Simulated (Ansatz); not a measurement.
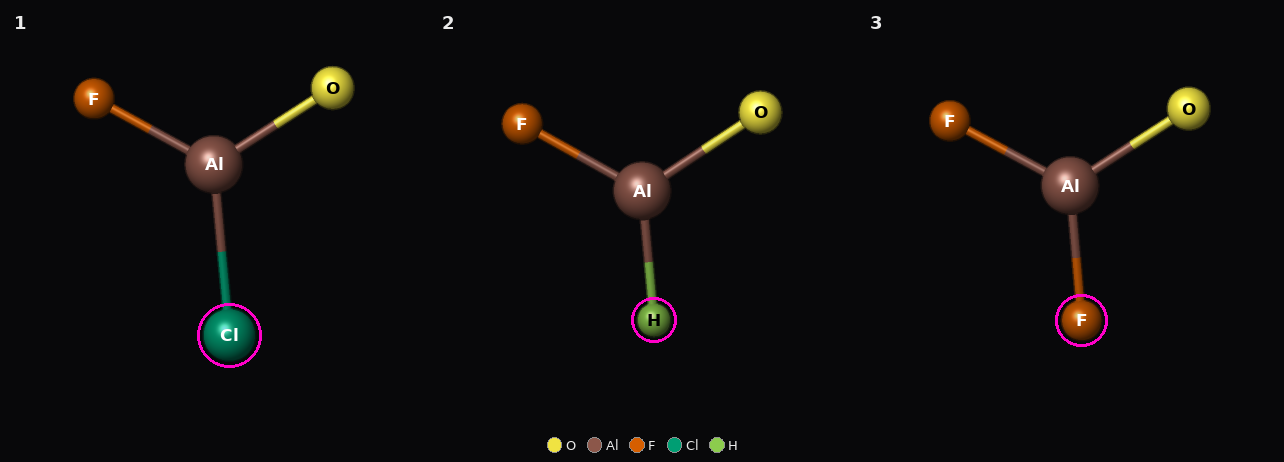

3 molecules with one skeleton, seen from the same side and at one scale; the atom that differs is circled. Each species is neutral and a spin doublet. Computed geometries: PBE0-D4/def2-TZVP optimisations, one conformation each. Properties computed with Ansatz 0.2.0.

One atom differs, called X below: Cl in panel 1, H in panel 2, F in panel 3. Their formulas are AlClOF (`[O][Al]([F])[Cl]`), AlFHO (`[O][AlH][F]`), AlOF2 (`[O][Al]([F])[F]`).

> Rank them by the dipole moment, lowest first (B3LYP-D4/def2-TZVPP).

3 (F), 1 (Cl), 2 (H).

> Rank them by the length of X–Al, lowest first (PBE0-D4/def2-TZVP).

2 (H), 3 (F), 1 (Cl).

Give the values. With PBE0-D4/def2-TZVP: length of X–Al (Å), angle F–Al–X (°), harmonic zero-point energy (kJ/mol). With B3LYP-D4/def2-TZVPP: dipole moment (D).

| quantity | 1 (Cl) | 2 (H) | 3 (F) |
| --- | --- | --- | --- |
| length of X–Al (Å) | 2.063 | 1.564 | 1.631 |
| angle F–Al–X (°) | 122.9 | 123.3 | 122.1 |
| dipole moment (D) | 0.64 | 1.42 | 0.18 |
| harmonic zero-point energy (kJ/mol) | 17.1 | 29.7 | 19.7 |
